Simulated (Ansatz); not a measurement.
## Fields on a plane of Al2O3 (corundum)

```xyz
10
Lattice="2.4044 1.3882 4.3746 -2.4044 1.3882 4.3746 0.0000 -2.7763 4.3746" Properties=species:S:1:pos:R:3 pbc="T T T"
Al     0.0000     0.0000    11.1834
Al     0.0000     0.0000     8.5023
Al     0.0000     0.0000     1.9404
Al     0.0000     0.0000     4.6215
O     -0.9321    -1.3882     5.4683
O      1.6682    -0.1131     5.4683
O     -0.7362     1.5013     5.4683
O      0.9321     1.3882     7.6556
O     -1.6682     0.1131     7.6556
O      0.7362    -1.5013     7.6556
```

The slice is a (1 -1 0 2) plane (indices of the conventional cell) through the point (0.852, 0.852, 0.852) (fractional), spanned by u = [1 0 -1] and v = [010] in vectors of this cell: u (4.81 Å) and v (5.18 Å, at 90° to u). It covers one period; positions are fractions (u, v).

Atoms on it: Al at (0.00, 0.00); Al at (0.50, 0.50). Other atoms lie within 1 Å of the plane.

The numbers are results of PBE (plane waves to 420 eV, PAW, scalar-relativistic; Ansatz, an electronic-structure program), not measurements. k mesh 8×8×8. Near the nuclei the fields are pseudised (PAW); where an atom keeps semicore shells as valence, they peak there. Al2O3 was relaxed with its symmetry unable to fall.

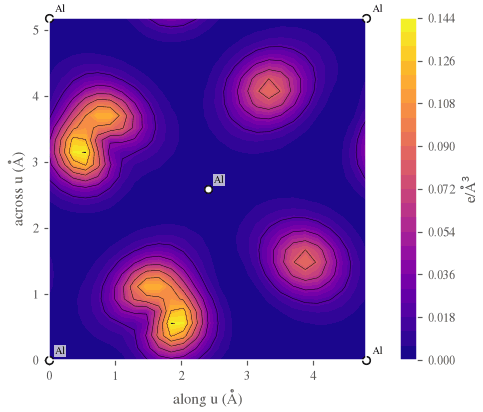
*Density of the highest valence band (whole band, smooth part) in e/Å³, one period of the plane, atoms marked. *

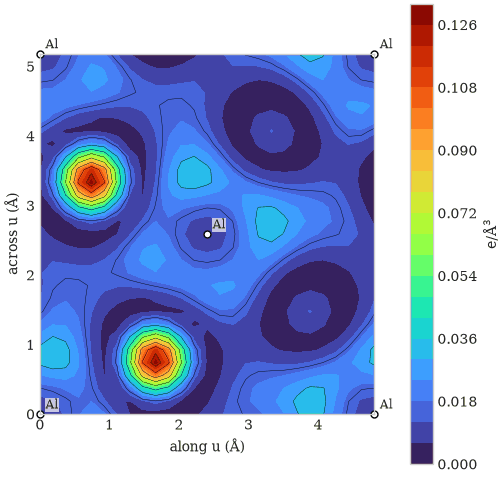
Figure. Density of the lowest conduction band (whole band as if filled, smooth part) in e/Å³, one period of the plane, atoms marked.
